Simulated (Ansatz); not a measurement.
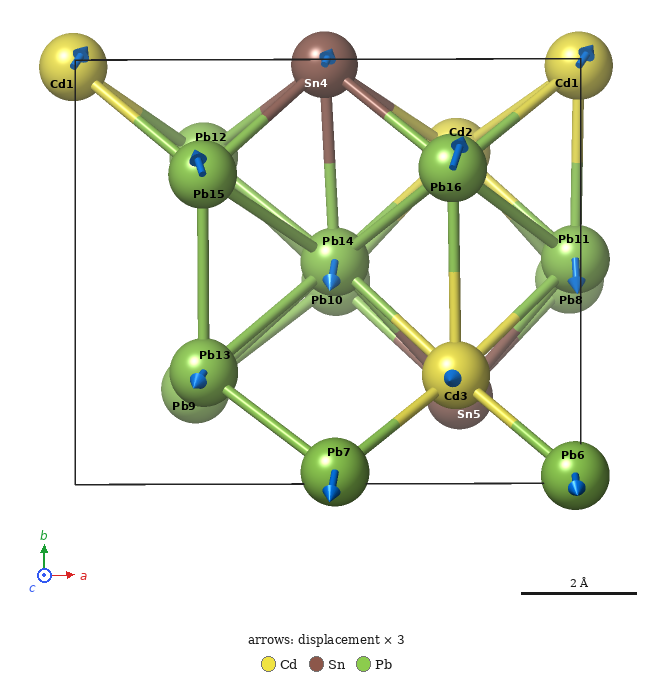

A relaxation of solid Cd3Sn2Pb11 (a generated structure, set up in P1) (coarse preliminary run). The starting structure is drawn; blue arrows show the displacements (the part carried along by the change of the cell is left out), magnified 3 times.

The picture is a ball-and-stick view of the cell of the calculation, seen along the c axis.

Case: elements placed on the bcc lattice at random, relaxed further on a centred mesh.

These are results of DFT PBE, scalar-relativistic, plane waves, PAW in Ansatz, not measurements.

Input file:
```yaml
crystal:
  lattice:
    - [8.8112905597, 0.010718868, -0.0139890648]
    - [0.010718868, 7.4014374638, 0.0993053017]
    - [-0.0139890648, 0.0993053017, 7.4143494411]
  atoms:
    - { symbol: Cd, position: [0.9957342959, 0.9836878455, 0.5168406477] }
    - { symbol: Cd, position: [0.7533770647, 0.7811409327, 0.2449680513] }
    - { symbol: Cd, position: [0.7529221236, 0.2555163212, 0.7189050766] }
    - { symbol: Sn, position: [0.4927852504, 0.987542065, 0.5131272644] }
    - { symbol: Sn, position: [0.7598652968, 0.2063764144, 0.2936107471] }
    - { symbol: Pb, position: [0.9889526991, 0.018155472, 0.9724828495] }
    - { symbol: Pb, position: [0.5135689305, 0.0280171748, 0.9769656874] }
    - { symbol: Pb, position: [0.9773763007, 0.4805395096, 0.020143004] }
    - { symbol: Pb, position: [0.2377425022, 0.2244237451, 0.2761446274] }
    - { symbol: Pb, position: [0.5150630171, 0.4767466481, 0.0238558805] }
    - { symbol: Pb, position: [0.989081566, 0.5277906627, 0.4825958512] }
    - { symbol: Pb, position: [0.253761085, 0.7714470401, 0.236466964] }
    - { symbol: Pb, position: [0.2540239943, 0.263312058, 0.7289010866] }
    - { symbol: Pb, position: [0.5133401943, 0.5232437565, 0.4714526947] }
    - { symbol: Pb, position: [0.2516807124, 0.7301690039, 0.7700634309] }
    - { symbol: Pb, position: [0.7465634923, 0.7436692479, 0.7566469265] }
  symmetry: { detect: false }
basis:
  ecutwfc: 420
kpoints:
  mp_grid: { grid: [3, 3, 3] }
hamiltonian:
  xc: pbe
scf:
  occupations: { method: gaussian, width: 0.1 }
  lower_state_search: "off"
output:
  forces: true
  stress: true
  eigenvalues: true
relax:
  adjacent_minimum: "off"
  f_tol: 0.04
  max_steps: 25
  cell: { stress_tol: 0.3 }
```

Launched with:
```bash
ansatz run input.yaml --threads 4 --pin off --max-ram 9216MiB --backend cpu --events-out ev --progress --plain --runs-dir out
```

What happened in the run?

Answer. Over 6 accepted moves (7 points after the start) the energy falls by 40.8 meV per atom. The largest force component goes from 0.14 to 0.017 eV/Å. The pressure goes from 0.22 to 0.05 GPa. At 1 point the geometry stayed and the basis and grid were re-selected for the new cell (energy shift of 1.0 meV per atom at most each time). The atom that moves furthest relative to the cell is Pb16 (0.27 Å roughly along [1 3 −3]). By element the largest moves are Pb 0.27 Å, Sn 0.22 Å, Cd 0.19 Å. The drawn cell changes at constant volume: a 8.811 → 10.142 Å (+15.1 %), b 7.402 → 6.905 Å (−6.7 %), c 7.415 → 6.904 Å (−6.9 %), α 88.5° → 89.9°, β 90.2° → 90.0°, γ 89.8° → 90.0°. Near-neighbour distances that change, for instance: Pb10–Pb14 4.101 → 3.473 Å, Cd3–Sn5 4.267 → 3.644 Å, Cd2–Sn5 4.260 → 3.644 Å, Pb7–Pb10 4.086 → 3.473 Å. Among the angles between lasting bonds that change: Cd2–Pb8–Cd3 108.4° → 93.8°, Pb7–Pb10–Pb14 103.4° → 89.8°, Sn4–Pb15–Pb6 108.4° → 121.7°. Within 0.06 Å the space group is Cm at the start and Cm at the end; at a tighter tolerance small leftover displacements or strains of the cell lower it. The run took 93 s on 4 threads of AMD EPYC 9R45 96-Core Processor (Zen 5), on a shared host, peak memory 2.1 GiB.
